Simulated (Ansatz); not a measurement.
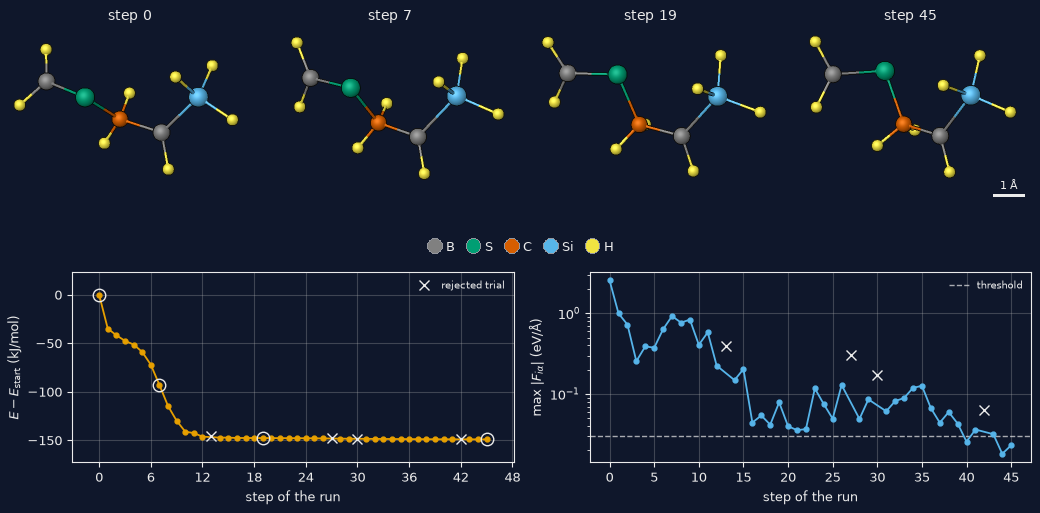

Frames of a relaxation of CH8B2SSi (coarse preliminary run), marked on the history of the run. Style: ball-and-stick. Shown at a tilt.

The start comes from a force field.

The calculation used RKS PBE-D4/def2-SVP in Ansatz 0.2.0. Set-up: force threshold 0.03 eV/Å; at most 200 steps.

### Describe the path.

The largest move after the best rigid fit is that of the S atom, 1.88 Å. By element the largest moves are S 1.88 Å, H 1.39 Å, C 0.42 Å, B 0.35 Å, Si 0.29 Å. Near-neighbour distances that change, for instance: B–Si 1.887 → 2.027 Å, B–S 1.837 → 1.764 Å, H–Si 1.447 → 1.506 Å, C–H 1.171 → 1.119 Å. Among the angles between lasting bonds that change: B–S–C 94.3° → 105.6°, S–B–H 125.1° → 115.3°, H–B–H 114.6° → 123.4°. Groups turn about B–S by about 90°, C–S by about 65°, B–C by about 60°. After 41 accepted moves (45 points after the start) the energy has fallen by 148.9 kJ/mol. Largest force component: 2.6 eV/Å at the start, 0.023 eV/Å at the end. The line search rejected the trial steps at points 13, 27, 30, 42 of the run. The forces were under the threshold at step 40, but the run went on from there. Cost: 51 s on 4 threads of Arm Neoverse V2, on a shared host. From step 0 to 7: an H atom moves most (0.78 Å), energy −92.8 kJ/mol. From step 7 to 19: the S atom moves most (0.82 Å), energy −54.7 kJ/mol. From step 19 to 45: an H atom moves most (1.16 Å), energy −1.34 kJ/mol.

```csv
step,"E − E(0), kJ/mol","largest force component, eV/Å",note
0,0.00,2.5557,
1,-34.77,0.9970,
2,-41.65,0.7256,
3,-47.39,0.2549,
4,-51.18,0.3893,
5,-58.82,0.3747,
6,-71.96,0.6362,
7,-92.84,0.9244,
8,-114.60,0.7669,
9,-129.77,0.8348,
10,-141.01,0.4071,
12,-146.13,0.2248,
14,-147.14,0.1487,
16,-147.51,0.0443,
17,-147.52,0.0543,
19,-147.59,0.0789,
21,-147.67,0.0357,
23,-147.71,0.1173,
25,-147.87,0.0494,
27,-147.17,0.3031,rejected
28,-148.17,0.0492,
30,-148.23,0.1731,rejected
32,-148.46,0.0818,
34,-148.56,0.1192,
36,-148.67,0.0669,
38,-148.79,0.0599,
39,-148.82,0.0431,
41,-148.88,0.0363,
43,-148.90,0.0318,
45,-148.92,0.0232,
```
